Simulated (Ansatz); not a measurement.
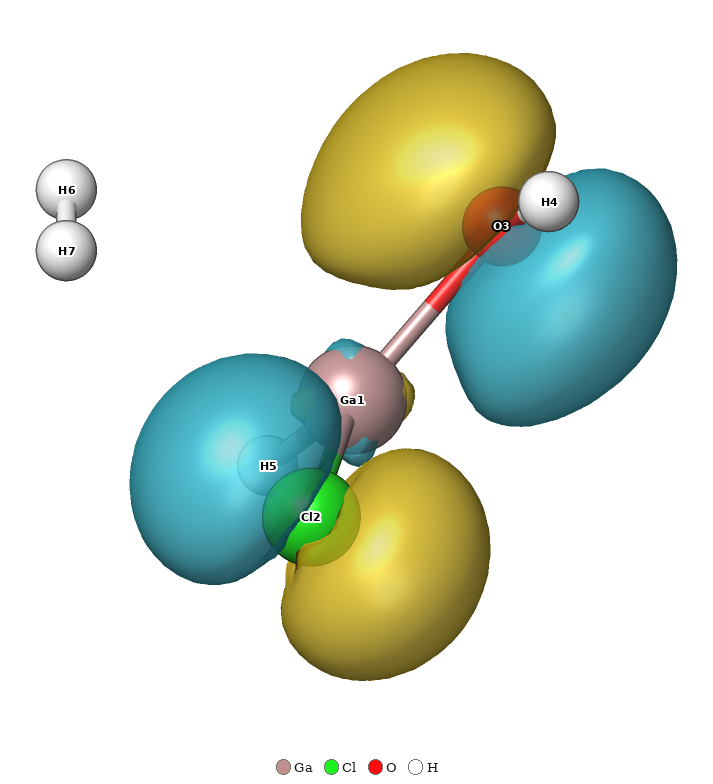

*ClGaH$_{2}$O···H$_{2}$. The HOMO at ±0.1 Å⁻³ᐟ² (yellow and cyan are the two phases), seen across its widest extent.*

All numbers below come from RKS PBE-D4/def2-SVP in Ansatz.

Input file:

```
crystal:
  periodic: [false, false, false]
  atoms:
    - { symbol: Ga, position_ang: [-0.148889, -0.259297, -0.024385] }
    - { symbol: Cl, position_ang: [0.187868, -0.578118, 2.148624] }
    - { symbol: O, position_ang: [1.317423, -0.449777, -1.043579] }
    - { symbol: H, position_ang: [2.117915, -0.654253, -0.523366] }
    - { symbol: H, position_ang: [-1.547031, 0.043917, -0.630375] }
    - { symbol: H, position_ang: [0.11558, 2.374188, 0.792736] }
    - { symbol: H, position_ang: [0.152734, 1.852642, 1.293845] }
basis:
  gaussian: { orbitals: def2-SVP }
hamiltonian:
  xc: pbe
  dispersion: d4
relax:
  f_tol: 0.03
  max_steps: 50
output:
  orbitals: {}
```

Run with:

```sh
ansatz run input.yaml --threads 2 --pin off --max-ram 3072MiB --backend cpu --events-out ev --progress --plain --runs-dir out
```

The fields are those of the run's last geometry, not of the input's.

Question: What is the character of this orbital?

Answer: By Hirshfeld shares it lies mainly on O3 (about 60 %), Cl2 (about 25 %) and Ga1 (about 10 %). Its energy is −7.21 eV.
